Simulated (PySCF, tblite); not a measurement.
**C3H7O2Si radical: geometry, infrared bands and EPR parameters**

What infrared bands and EPR parameters should C3H7O2Si radical (`C=C[Si](O)OC`) show?

Programs: tblite 0.8.0 and PySCF 2.14.0, with density-fitted response routines of our own. Each step states its level of theory. These are calculated values for one molecule in the gas phase, unless marked as measured. Atoms are numbered from 0 throughout.

**1. The molecule as given**

13 atoms, charge 0, multiplicity 2; geometry from: force field or distance geometry start.

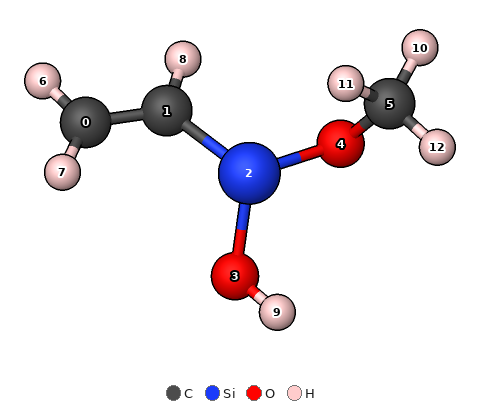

The starting geometry (carbon dark grey, silicon blue, oxygen red, hydrogen pink), atoms numbered.

**2. Relaxing the molecule with GFN2-xTB**

Job settings and geometry (Å):

```
{"job": {"kind": "relax", "xc": "GFN2-xTB", "basis": "xTB"}, "charge": 0, "multiplicity": 2}
C      2.607800    -0.470500    -0.399500
C      1.291100    -0.614100    -0.621000
Si     0.022800     0.545900    -0.036100
O      0.344500     2.120900    -0.693500
O     -1.475800     0.061700    -0.774100
C     -2.295600    -0.421400     0.245000
H      3.259800    -1.229200    -0.793600
H      3.028400     0.380300     0.145800
H      0.981400    -1.497000    -1.159300
H     -0.302700     2.787600    -0.336200
H     -2.836800    -1.340700    -0.089900
H     -1.606600    -0.687500     1.084600
H     -3.022700     0.364600     0.548900
```

The run is started by

```
OMP_NUM_THREADS=1 python probes_run.py task.json out
```

The driver reads the jobs from task.json and runs them one after another.

**Question.** This job is followed by: GFN2-xTB harmonic vibrations, gas phase; UKS B3LYP, pcH-1 on C H O Si, non-relativistic, mean-field spin-orbit, GIAO. What will the session give for the following? strongest single infrared mode (GFN2-xTB); zero-point energy (GFN2-xTB); g(iso) (B3LYP); ⟨S²⟩; largest a(iso) (averaged by class); potential on the surface of density 0.002 e/bohr³, 1st and 99th percentile.

**Answer**, as computed:

```
                                                                  quantity                    value
                                 strongest single infrared mode (GFN2-xTB)     830 cm⁻¹, 261 km/mol
                                              zero-point energy (GFN2-xTB)            60.0 kcal/mol
                                                            g(iso) (B3LYP)                  2.00179
                                                                      ⟨S²⟩       0.754 (exact 0.75)
                                        largest a(iso) (averaged by class)  29Si on Si2, -677.6 MHz
potential on the surface of density 0.002 e/bohr³, 1st and 99th percentile       -1.45 V and 1.87 V
```

The optimisation took 130 steps and gained 0.943 eV; among the close pairs (by a distance rule), Si2–O3 changed most, from 1.737 to 1.620 Å. No mode is imaginary among the 33: a minimum at this level. The strongest single mode, at 830 cm⁻¹, has its largest shares on H9, Si2 and O3 (the list is cut at 3 atoms). GFN2-xTB is a fitted tight-binding method: band positions and strengths are rough. Its intensities can rank the bands wrongly. Most of the unpaired spin sits on Si2 (0.78 e). The isotropic g lies 0.5 ppt below the free-electron value.
